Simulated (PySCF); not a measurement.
## Run report: Si4H6O5, geometry relaxation

Si4H6O5, SMILES O1[SiH2]O[SiH]2O[SiH2]O[SiH]1O2, computed with PBE0-D3(BJ)/def2-SVP geometry optimisation, gas phase (PySCF 2.14.0).

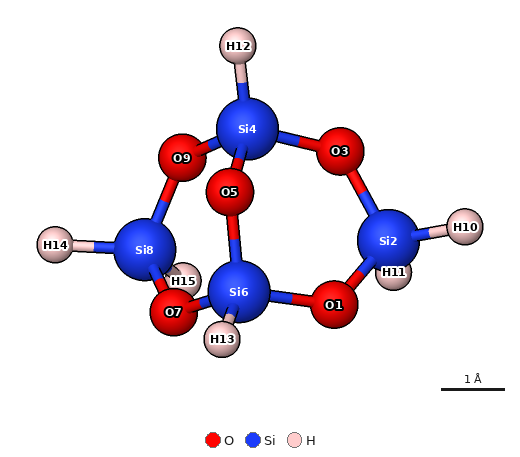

Fig. 1: The structure as given in the input (ball-and-stick view, seen at a tilt; atoms are numbered from 1 in the order of the input). Bond lengths as drawn: H–Si 1.40 to 1.48 Å and O–Si 1.60 to 1.64 Å.

Input file
```
{"job": {"xc": "PBE0", "basis": "def2-SVP", "d3": "d3bj", "grid": 2, "kind": "geom", "shake": 0.01}, "charge": 0, "multiplicity": 1}
O     -0.628351     0.560029     1.666474
Si     0.167363    -0.790885     1.991058
O      1.308400    -1.014914     0.852930
Si     1.549637    -0.159955    -0.511920
O      1.018240     1.350669    -0.204257
Si    -0.523660     1.492325     0.316306
O     -1.449018     0.838145    -0.836490
Si    -1.051219    -0.396191    -1.827636
O      0.514034    -0.755493    -1.618725
H      0.878357    -0.533811     3.245444
H     -0.772036    -1.899791     1.901705
H      2.885703    -0.133256    -0.942872
H     -0.850431     2.878507     0.547108
H     -1.218908     0.113458    -3.168052
H     -1.839036    -1.574208    -1.396402
```

The first line tells a small driver script what to run in PySCF; the rest is the geometry in Å.

Run as:
```bash
OMP_NUM_THREADS=1 python <driver script> task.json out
```

The program's output
```
step   0  E = -1536.60967417  max force = 0.036175
step   1  E = -1536.62811316  max force = 0.012290
step   2  E = -1536.62871191  max force = 0.001716
step   3  E = -1536.62878308  max force = 0.000818
step   4  E = -1536.62880497  max force = 0.000762
step   5  E = -1536.62883699  max force = 0.000709
step   6  E = -1536.62886234  max force = 0.000764
step   7  E = -1536.62888526  max force = 0.000716
step   8  E = -1536.62889795  max force = 0.000437
optimisation converged
```

Trajectory as extended XYZ (Å, eV, eV/Å), 9 frames, from step=0 to step=8
```
15
Properties=species:S:1:pos:R:3:forces:R:3 step=0 energy=-41813.27901
O    -0.6283    0.5600    1.6665   -1.2839   1.8602  -0.2574
Si    0.1674   -0.7909    1.9911    0.5383  -1.1284   1.3337
O     1.3084   -1.0149    0.8529    1.0618  -0.6613  -0.2846
Si    1.5496   -0.1600   -0.5119   -0.1469  -0.3205   0.0806
O     1.0182    1.3507   -0.2043    0.7048   1.0395  -0.0304
Si   -0.5237    1.4923    0.3163   -0.2572   0.8371   0.7656
O    -1.4490    0.8381   -0.8365   -1.0110   0.4813  -0.0121
Si   -1.0512   -0.3962   -1.8276   -1.0981  -0.7006  -0.4017
O     0.5140   -0.7555   -1.6187    1.0506  -0.6956  -0.6122
H     0.8784   -0.5338    3.2454    0.0344  -0.3426   0.5550
H    -0.7720   -1.8998    1.9017   -0.3052  -0.5684   0.2716
H     2.8857   -0.1333   -0.9429    1.4364  -0.1540  -0.4719
H    -0.8504    2.8785    0.5471   -0.2378   0.5024   0.2173
H    -1.2189    0.1135   -3.1681   -0.3055  -0.0389  -0.8830
H    -1.8390   -1.5742   -1.3964   -0.1808  -0.1102  -0.2707
15
Properties=species:S:1:pos:R:3:forces:R:3 step=1 energy=-41813.78076
O    -0.6283    0.6007    1.6960   -0.2053   0.2217  -0.0573
Si    0.2016   -0.7895    2.0774    0.1853   0.0597  -0.1625
O     1.3460   -1.0153    0.8820    0.1379  -0.0417   0.0072
Si    1.5729   -0.1639   -0.5222   -0.6320   0.0378   0.1980
O     1.0382    1.3834   -0.2032    0.0557   0.1052   0.0293
Si   -0.5380    1.5345    0.3270    0.1740  -0.2232  -0.0429
O    -1.4676    0.8619   -0.8678   -0.0751  -0.0123  -0.0053
Si   -1.0821   -0.3888   -1.9107    0.0855   0.0878   0.3120
O     0.5266   -0.7557   -1.6643    0.1038  -0.0570  -0.1037
H     0.8896   -0.5944    3.3739   -0.0215  -0.0791   0.0809
H    -0.7361   -1.9347    2.0556   -0.0395  -0.0883   0.1007
H     2.9505   -0.1882   -0.9691    0.3924  -0.0681  -0.1312
H    -0.9084    2.9256    0.5886   -0.0649   0.0827   0.0360
H    -1.2768    0.0753   -3.2973   -0.0558  -0.0249  -0.1618
H    -1.8990   -1.5761   -1.5513   -0.0406  -0.0002  -0.0994
15
Properties=species:S:1:pos:R:3:forces:R:3 step=2 energy=-41813.79705
O    -0.6355    0.6038    1.6962   -0.0882   0.0484  -0.0284
Si    0.2088   -0.7805    2.0853    0.0642  -0.0131  -0.0336
O     1.3516   -1.0145    0.8897    0.0397  -0.0046   0.0122
Si    1.5643   -0.1663   -0.5182   -0.0649   0.0059  -0.0020
O     1.0398    1.3857   -0.2001    0.0082   0.0226   0.0094
Si   -0.5389    1.5305    0.3245    0.0520   0.0105   0.0084
O    -1.4706    0.8615   -0.8712   -0.0182  -0.0461  -0.0058
Si   -1.0804   -0.3834   -1.9178   -0.0012   0.0701   0.0529
O     0.5264   -0.7587   -1.6680    0.0522  -0.0178  -0.0071
H     0.8923   -0.5877    3.3876   -0.0153  -0.0247   0.0095
H    -0.7221   -1.9379    2.0934    0.0020  -0.0012   0.0414
H     2.9596   -0.2085   -0.9725    0.0049  -0.0216  -0.0051
H    -0.9250    2.9221    0.5908   -0.0069  -0.0067  -0.0015
H    -1.2706    0.0792   -3.3140   -0.0108  -0.0237  -0.0120
H    -1.9106   -1.5708   -1.5910   -0.0175   0.0019  -0.0383
15
Properties=species:S:1:pos:R:3:forces:R:3 step=3 energy=-41813.79899
O    -0.6422    0.6024    1.6953   -0.0312  -0.0170  -0.0209
Si    0.2130   -0.7758    2.0916    0.0189  -0.0080   0.0047
O     1.3551   -1.0133    0.8958   -0.0084   0.0022   0.0109
Si    1.5609   -0.1690   -0.5155    0.0365   0.0018  -0.0328
O     1.0393    1.3848   -0.1981   -0.0122  -0.0051   0.0043
Si   -0.5409    1.5275    0.3232    0.0176   0.0397   0.0133
O    -1.4717    0.8590   -0.8740   -0.0010  -0.0421   0.0029
Si   -1.0782   -0.3799   -1.9249   -0.0165   0.0364  -0.0140
O     0.5269   -0.7615   -1.6685    0.0093  -0.0096   0.0273
H     0.8941   -0.5770    3.3944    0.0022   0.0022  -0.0020
H    -0.7115   -1.9383    2.1205    0.0004   0.0065   0.0072
H     2.9569   -0.2199   -0.9715   -0.0236  -0.0009   0.0070
H    -0.9334    2.9174    0.5892    0.0060  -0.0020  -0.0054
H    -1.2607    0.0846   -3.3224    0.0051  -0.0033   0.0051
H    -1.9185   -1.5661   -1.6203   -0.0030  -0.0006  -0.0075
15
Properties=species:S:1:pos:R:3:forces:R:3 step=4 energy=-41813.79958
O    -0.6485    0.5991    1.6937   -0.0092  -0.0310  -0.0157
Si    0.2151   -0.7727    2.0970    0.0034   0.0038   0.0151
O     1.3562   -1.0125    0.9010   -0.0197  -0.0017   0.0011
Si    1.5591   -0.1719   -0.5132    0.0392   0.0043  -0.0247
O     1.0372    1.3823   -0.1969   -0.0134  -0.0085   0.0019
Si   -0.5438    1.5248    0.3224    0.0080   0.0291   0.0063
O    -1.4728    0.8556   -0.8762   -0.0017  -0.0255   0.0109
Si   -1.0766   -0.3780   -1.9311   -0.0088   0.0145  -0.0277
O     0.5264   -0.7652   -1.6666   -0.0097  -0.0117   0.0332
H     0.8971   -0.5643    3.3979    0.0064   0.0096  -0.0054
H    -0.7044   -1.9387    2.1393   -0.0006   0.0048  -0.0043
H     2.9545   -0.2261   -0.9696   -0.0133   0.0063   0.0053
H    -0.9378    2.9144    0.5868    0.0078   0.0005  -0.0038
H    -1.2491    0.0914   -3.3283    0.0086   0.0063   0.0057
H    -1.9235   -1.5634   -1.6416    0.0030  -0.0007   0.0020
15
Properties=species:S:1:pos:R:3:forces:R:3 step=5 energy=-41813.80045
O    -0.6625    0.5904    1.6897    0.0181  -0.0344  -0.0020
Si    0.2189   -0.7662    2.1093   -0.0162   0.0229   0.0225
O     1.3566   -1.0116    0.9119   -0.0222  -0.0133  -0.0204
Si    1.5555   -0.1789   -0.5079    0.0215   0.0105   0.0012
O     1.0309    1.3756   -0.1949   -0.0061  -0.0070  -0.0029
Si   -0.5512    1.5177    0.3203   -0.0051   0.0016  -0.0105
O    -1.4765    0.8465   -0.8808   -0.0101   0.0101   0.0243
Si   -1.0732   -0.3750   -1.9447    0.0155  -0.0184  -0.0365
O     0.5240   -0.7754   -1.6599   -0.0327  -0.0184   0.0296
H     0.9056   -0.5320    3.4035    0.0080   0.0141  -0.0067
H    -0.6896   -1.9391    2.1780   -0.0005  -0.0007  -0.0139
H     2.9496   -0.2362   -0.9646    0.0072   0.0139   0.0002
H    -0.9463    2.9075    0.5812    0.0059   0.0039   0.0006
H    -1.2198    0.1095   -3.3397    0.0089   0.0164   0.0040
H    -1.9329   -1.5582   -1.6867    0.0080  -0.0011   0.0104
15
Properties=species:S:1:pos:R:3:forces:R:3 step=6 energy=-41813.80114
O    -0.6755    0.5809    1.6857    0.0281  -0.0210   0.0101
Si    0.2228   -0.7593    2.1218   -0.0241   0.0296   0.0196
O     1.3555   -1.0122    0.9217   -0.0124  -0.0221  -0.0339
Si    1.5513   -0.1863   -0.5025    0.0045   0.0166   0.0230
O     1.0230    1.3681   -0.1942    0.0043  -0.0037  -0.0064
Si   -0.5600    1.5095    0.3177   -0.0136  -0.0165  -0.0222
O    -1.4822    0.8362   -0.8849   -0.0175   0.0331   0.0301
Si   -1.0697   -0.3729   -1.9582    0.0334  -0.0334  -0.0316
O     0.5200   -0.7880   -1.6512   -0.0393  -0.0232   0.0153
H     0.9167   -0.4962    3.4067    0.0050   0.0109  -0.0043
H    -0.6745   -1.9387    2.2160    0.0014  -0.0048  -0.0124
H     2.9450   -0.2431   -0.9592    0.0168   0.0147  -0.0032
H    -0.9547    2.8999    0.5758    0.0013   0.0039   0.0038
H    -1.1876    0.1308   -3.3490    0.0049   0.0168   0.0020
H    -1.9408   -1.5540   -1.7313    0.0072  -0.0009   0.0100
15
Properties=species:S:1:pos:R:3:forces:R:3 step=7 energy=-41813.80177
O    -0.6860    0.5720    1.6825    0.0228   0.0003   0.0157
Si    0.2279   -0.7518    2.1340   -0.0200   0.0224   0.0091
O     1.3535   -1.0145    0.9295    0.0017  -0.0222  -0.0327
Si    1.5466   -0.1937   -0.4977   -0.0054   0.0203   0.0315
O     1.0135    1.3605   -0.1956    0.0121  -0.0020  -0.0070
Si   -0.5700    1.5004    0.3146   -0.0160  -0.0211  -0.0237
O    -1.4903    0.8249   -0.8881   -0.0177   0.0352   0.0253
Si   -1.0665   -0.3723   -1.9705    0.0368  -0.0286  -0.0160
O     0.5145   -0.8026   -1.6412   -0.0303  -0.0218  -0.0028
H     0.9308   -0.4589    3.4075    0.0001   0.0034   0.0002
H    -0.6582   -1.9372    2.2530    0.0037  -0.0058  -0.0041
H     2.9404   -0.2460   -0.9549    0.0142   0.0096  -0.0041
H    -0.9644    2.8913    0.5710   -0.0036   0.0015   0.0046
H    -1.1553    0.1537   -3.3554   -0.0009   0.0092   0.0000
H    -1.9475   -1.5512   -1.7741    0.0025  -0.0002   0.0038
15
Properties=species:S:1:pos:R:3:forces:R:3 step=8 energy=-41813.80211
O    -0.6886    0.5686    1.6823    0.0108   0.0114   0.0114
Si    0.2329   -0.7470    2.1404   -0.0086   0.0077  -0.0004
O     1.3527   -1.0168    0.9315    0.0072  -0.0122  -0.0167
Si    1.5435   -0.1969   -0.4960   -0.0043   0.0167   0.0200
O     1.0067    1.3568   -0.1985    0.0105  -0.0027  -0.0044
Si   -0.5768    1.4949    0.3126   -0.0118  -0.0117  -0.0140
O    -1.4973    0.8174   -0.8883   -0.0087   0.0163   0.0137
Si   -1.0655   -0.3736   -1.9760    0.0225  -0.0111  -0.0020
O     0.5103   -0.8122   -1.6355   -0.0143  -0.0125  -0.0098
H     0.9426   -0.4379    3.4064   -0.0022  -0.0017   0.0026
H    -0.6468   -1.9356    2.2735    0.0040  -0.0034   0.0025
H     2.9376   -0.2437   -0.9544    0.0047   0.0031  -0.0026
H    -0.9720    2.8857    0.5688   -0.0049  -0.0008   0.0026
H    -1.1395    0.1666   -3.3565   -0.0035   0.0008  -0.0009
H    -1.9508   -1.5515   -1.7956   -0.0014   0.0003  -0.0019
```

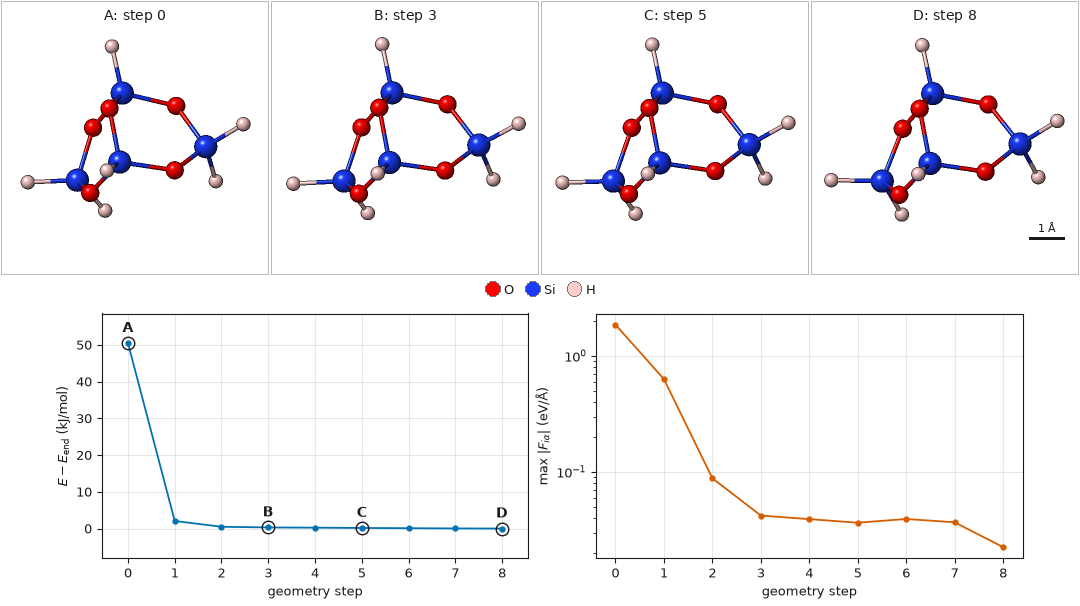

Fig. 2: Frames of the relaxation (ball-and-stick view, seen at a tilt) above the curves, on which the letters mark them (steps are counted from 0).

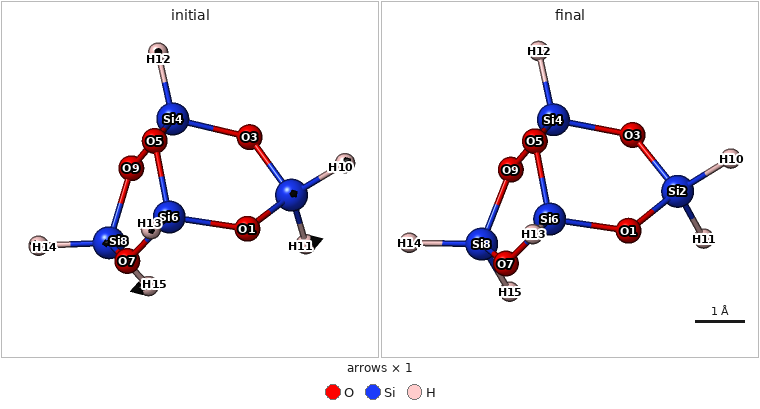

Fig. 3: Before (left) and after (right) the relaxation, at one scale (ball-and-stick view, seen at a tilt). The black arrows give the displacements, at true length. The atom that moves furthest after the best rigid fit is H15 (0.42 Å). By element the largest moves are H 0.42 Å, Si 0.17 Å, O 0.08 Å. Among the contacts that change: O1–Si2 1.601 → 1.670 Å, Si4–H12 1.404 → 1.468 Å, Si8–O9 1.619 → 1.671 Å, Si6–O7 1.617 → 1.658 Å. Among the angles that change: H10–Si2–H11 120.0° → 111.9°, H14–Si8–H15 119.3° → 111.8°, O1–Si2–H10 105.5° → 109.5°. The energy falls by 50.5 kJ/mol in 8 geometry steps. Largest force component: 1.9 eV/Å at the start, 0.022 eV/Å at the end. (Atoms are counted from 1 in the order of the input.)

Results in brief

```tsv
quantity	value
outcome	converged
total energy	−1536.628898 hartree
dipole moment	0.02 D
hardware	1 CPU thread, shared host
wall time	3.9 min
peak memory	0.88 GiB
```
